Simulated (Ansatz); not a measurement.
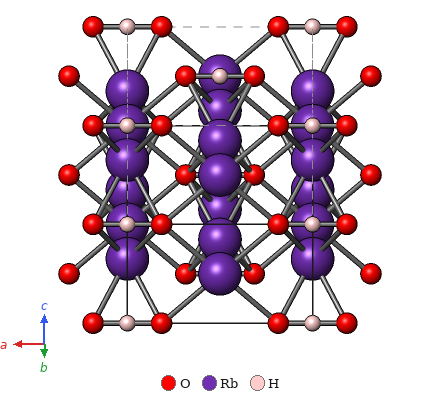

Rb3HO2 (Cmmm, No. 65): the geometry relaxed with Ansatz, DFT, PAW plane waves, r2scan; the starting structure was generated, so it need not be a known form of this composition.

```cif
data_structure
_symmetry_space_group_name_H-M 'Cmmm'
_symmetry_Int_Tables_number 65
_cell_length_a 6.7248
_cell_length_b 10.8975
_cell_length_c 3.8000
_cell_angle_alpha 90.000
_cell_angle_beta 90.000
_cell_angle_gamma 90.000
_cell_volume 278.48
loop_
_atom_site_label
_atom_site_type_symbol
_atom_site_symmetry_multiplicity
_atom_site_Wyckoff_symbol
_atom_site_fract_x
_atom_site_fract_y
_atom_site_fract_z
_atom_site_occupancy
O1 O 4 g 0.18473 0.00000 0.00000 1
Rb1 Rb 2 c 0.50000 0.00000 0.50000 1
H1 H 2 a 0.00000 0.00000 0.00000 1
Rb2 Rb 4 j 0.50000 0.65217 0.50000 1
```

What will a HAADF-like image along [011] show? The image is simulated as a sum over atoms of Z^1.6, blurred by a 0.50 Å probe (no channelling). The display is stretched by a gamma of 0.8; percentages refer to the linear signal. Shot noise was added.

The columns repeat on a centred rectangular net of 3.59 × 6.72 Å (plane group c2mm). The brightest columns (by a small margin) hold 1 Rb + 1 H per repeat; in falling brightness follow 1 Rb (about 100 %), 1 O (about 10 %). Brightness is counted from the darkest point of the image. The shortest distance between visible columns is 1.09 Å in projection (between Rb columns). Along the beam the structure repeats every 11.54 Å.

| column | atoms along the beam per repeat | peak brightness |
| --- | --- | --- |
| Rb + H | 1 Rb, 1 H | 100 % |
| Rb | 1 Rb | 100 % |
| O | 1 O | 10 % |

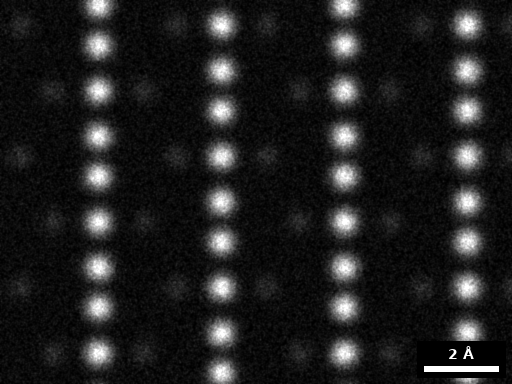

The simulated image.
